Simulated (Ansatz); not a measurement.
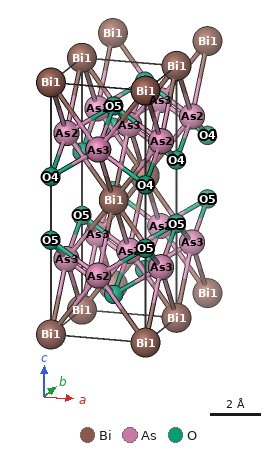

Crystalline BiAs₂O₂ (built on the ThCr2Si2 type) (coarse preliminary run), before the relaxation. Style: ball-and-stick. Shown: the conventional cell (2 times the calculation's cell), repeated 1 × 2 × 1 with one cell outlined, from a free direction. Lengths and directions refer to the drawn axes.

Case: ThCr2Si2 type (I4/mmm, No. 139).

Theory: DFT PBE, scalar-relativistic, plane waves, PAW in Ansatz 0.2.0.

Input
```yaml
crystal:
  lattice:
    - [-2.0136392906, 2.0136392906, 5.28331101]
    - [2.0136392906, -2.0136392906, 5.28331101]
    - [2.0136392906, 2.0136392906, -5.28331101]
  atoms:
    - { symbol: Bi, position: [0.0, 0.0, 0.0] }
    - { symbol: As, position: [0.25, 0.75, 0.5] }
    - { symbol: As, position: [0.75, 0.25, 0.5] }
    - { symbol: O, position: [0.626, 0.626, 0.0] }
    - { symbol: O, position: [0.374, 0.374, 0.0] }
basis:
  ecutwfc: 420
kpoints:
  mp_grid: { grid: [6, 6, 6] }
hamiltonian:
  xc: pbe
scf:
  occupations: { method: gaussian, width: 0.1 }
  lower_state_search: "off"
output:
  forces: true
  stress: true
  eigenvalues: true
relax:
  adjacent_minimum: "off"
  f_tol: 0.04
  max_steps: 70
  cell: { stress_tol: 0.4 }
```

Command:
```bash
ansatz run input.yaml --threads 1 --pin off --max-ram 2560MiB --backend cpu --events-out ev --progress --plain --runs-dir out
```

> Where does the relaxation end?

The largest moves relative to the cell, 1.21 Å, are those of O4 and O5. O5 goes along −c. As and Bi stay in place. Cell: a = b 4.027 → 4.478 Å (+11.2 %), c 10.567 → 9.821 Å (−7.1 %). Volume +14.9 %. Among the contacts that change: Bi1–O4 3.952 → 2.467 Å, As2–As3 2.848 → 3.167 Å, As2–O4 2.402 → 2.239 Å. Among the angles between lasting bonds that change: Bi1–As3–Bi1 74.6° → 84.7°, Bi1–As3–Bi1 129.2° → 123.1°. The space group stays I4/mmm (No. 139). After 11 accepted moves (13 points after the start) the energy has fallen by 471 meV per atom. Largest force component: 0.87 eV/Å at the start, 0.011 eV/Å at the end. The pressure goes from −0.87 to 0.08 GPa. At 2 points the geometry stayed and the basis and grid were re-selected for the new cell (energy shift of 16.8 meV per atom at most each time). The run took 23 s on 1 thread of AMD EPYC 9R45 96-Core Processor (Zen 5) (shared host), peak memory 0.43 GiB.

Final geometry:

```
Bi As O
1.0
    -2.23923    2.23923    4.91034
     2.23923   -2.23923    4.91034
     2.23923    2.23923   -4.91034
Bi As O
1 2 2
Direct
  0.00000 0.00000 0.00000
  0.25000 0.75000 0.50000
  0.75000 0.25000 0.50000
  0.74885 0.74885 0.00000
  0.25115 0.25115 0.00000
```

After the run, drawn alike:

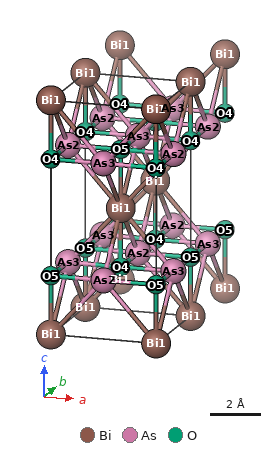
